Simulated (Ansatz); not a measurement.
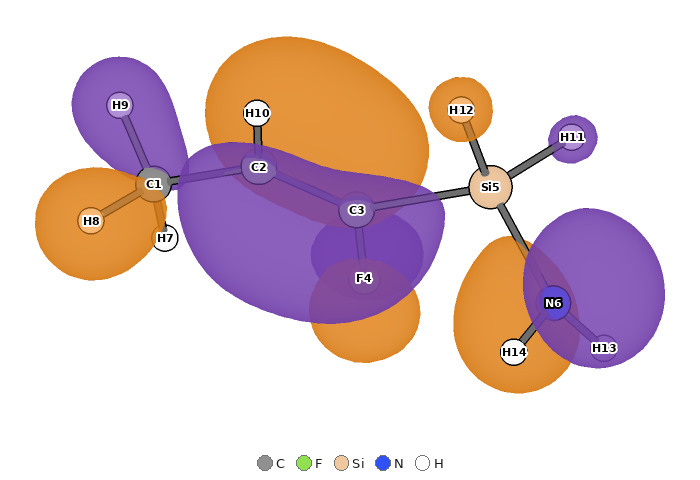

Figure 1: C₃H₈FNSi (SMILES CC=C(F)[SiH2]N). The HOMO at ±0.08 Å⁻³ᐟ² (orange and purple are the two phases), seen at a tilt.

Method: Ansatz 0.2.0, RKS PBE0/def2-mTZVP.

```tsv
atom	x (Å)	y (Å)	z (Å)
C	-2.1317	1.0266	-1.0616
C	-0.7058	0.6665	-0.8294
C	-0.2580	-0.3214	-0.0603
F	-1.1629	-1.0978	0.6101
Si	1.5421	-0.7929	0.2265
N	2.0946	-0.7307	1.8552
H	-2.8062	0.3671	-0.5171
H	-2.3279	2.0564	-0.7476
H	-2.3774	0.9689	-2.1262
H	0.0528	1.2589	-1.3341
H	1.7440	-2.1952	-0.2202
H	2.3132	0.1652	-0.6094
H	1.9573	-1.5287	2.4579
H	2.0529	0.1280	2.3849
```

### Where does this orbital lie, and at what energy?

Its weight (Hirshfeld) is mainly on C2 (about 25 %), C3 (about 25 %), N6 (about 15 %) and F4 (about 10 %). Its energy is −7.15 eV.
